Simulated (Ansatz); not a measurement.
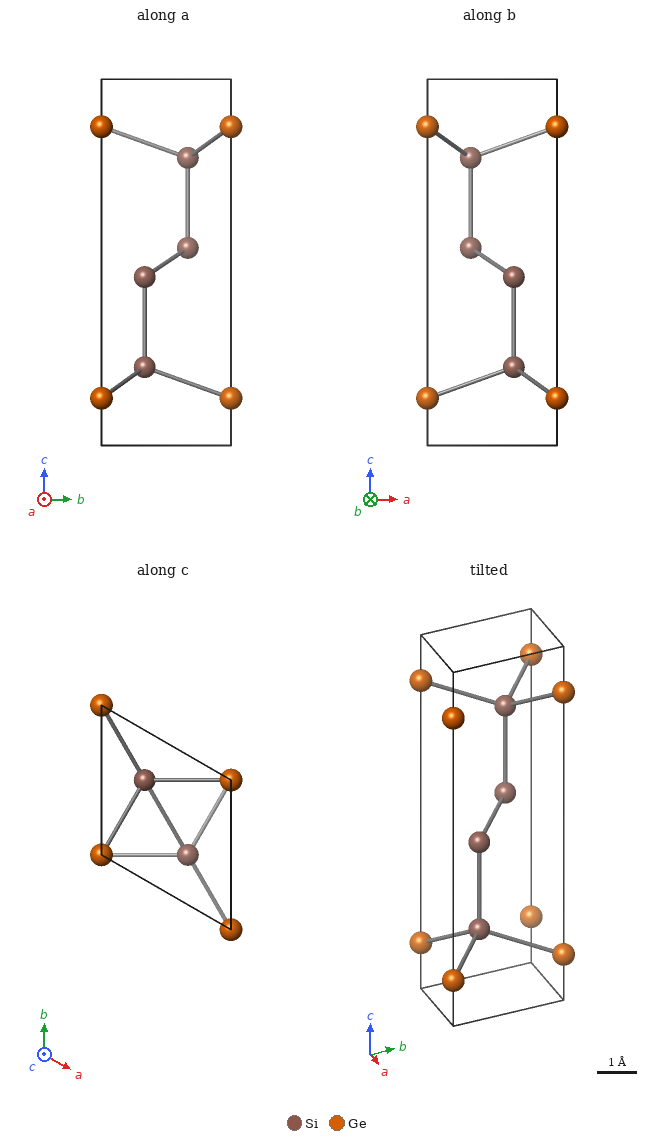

Structure drawing (ball-and-stick), viewed along the a axis, along the b axis, along the c axis and slightly off an axis. The conventional unit cell is outlined; an atom on or near a face, edge or corner is repeated at each equivalent position.

Lattice parameters: a = 3.9299 Å, b = 3.9299 Å, c = 9.6192 Å, α = 90.000°, β = 90.000°, γ = 120.000°.

Transcribe the picture into a CIF in P1 with every atom of the cell, with free fractional coordinates to two decimals.

```cif
data_structure
_symmetry_space_group_name_H-M 'P 1'
_symmetry_Int_Tables_number 1
_cell_length_a 3.9299
_cell_length_b 3.9299
_cell_length_c 9.6192
_cell_angle_alpha 90.000
_cell_angle_beta 90.000
_cell_angle_gamma 120.000
_cell_volume 128.66
loop_
_atom_site_label
_atom_site_type_symbol
_atom_site_fract_x
_atom_site_fract_y
_atom_site_fract_z
_atom_site_occupancy
Si1 Si 0.3333 0.6667 0.54 1
Si2 Si 0.6667 0.3333 0.21 1
Si3 Si 0.3333 0.6667 0.79 1
Si4 Si 0.6667 0.3333 0.46 1
Ge1 Ge 0.00 0.00 0.87 1
Ge2 Ge 0.00 0.00 0.13 1
```

The model was built from a structure type filled with these elements by a generator (whether the compound takes this form wasn't checked). The geometry was optimised with Ansatz, DFT PBE, scalar-relativistic, plane waves, PAW.
